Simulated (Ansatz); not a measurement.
## Sc: response to strain

Consider Sc in the hcp (Mg type) structure (space group P6_3/mmc, No. 194).

```xyz
2
Lattice="3.3194 0.0000 0.0000 -1.6597 2.8747 0.0000 0.0000 0.0000 5.1664" Properties=species:S:1:pos:R:3 pbc="T T T"
Sc     0.0000     1.9165     3.8748
Sc     1.6597     0.9582     1.2916
```

Cartesian axes are those of the cell as printed.

Strains are applied to the cell and any free atomic positions relax.

Calculations: Ansatz (a program for electronic structure), PBE, PAW, cutoff 420 eV, no spin-orbit coupling.

Notes on the quantities. pressure: mean of the normal stresses, compression positive.

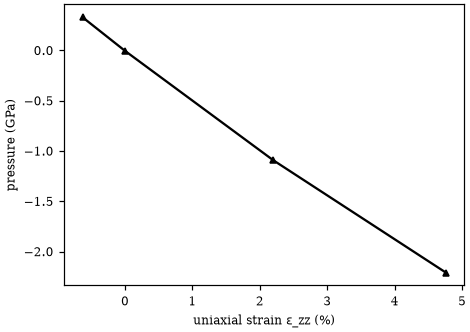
Figure: Pressure against uniaxial strain ε_zz

```tsv
uniaxial strain ε_zz (%)	pressure
-0.63	0.3 GPa
2.2	-1.1 GPa
4.76	-2.2 GPa
```

Whether these cells are dynamically stable was not tested. All final runs are without spin polarisation.
